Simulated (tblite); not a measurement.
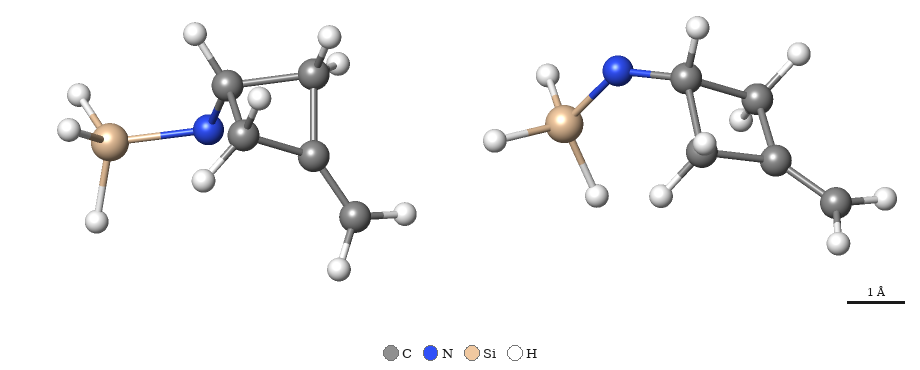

Two geometries of C5H10NSi (multiplicity 2), drawn at one scale. One is the start of a relaxation, the other its converged end. Style: ball-and-stick. Shown at a tilt.

Level of theory: GFN2-xTB geometry optimisation, gas phase in tblite. 

Which one is relaxed?

The right one is the relaxed one. After 98 geometry steps the energy has fallen by 1.128 eV. The atom that moves furthest after the best rigid fit is the N atom (1.62 Å). By element the largest moves are N 1.62 Å, H 1.52 Å, C 0.75 Å, Si 0.34 Å. Some distances before and after: N–Si 1.764 → 1.685 Å, C–N 1.423 → 1.365 Å, C–H 1.129 → 1.088 Å, C–C 1.535 → 1.569 Å. Bond angles that change, for instance: C–N–Si 112.3° → 136.3°, N–C–C 108.3° → 118.6°, N–Si–H 107.5° → 117.2°. Groups turn about C–N by about 135°, N–Si by about 135°. The run took 0.75 s on 1 thread of Arm Neoverse V1, on a shared host.
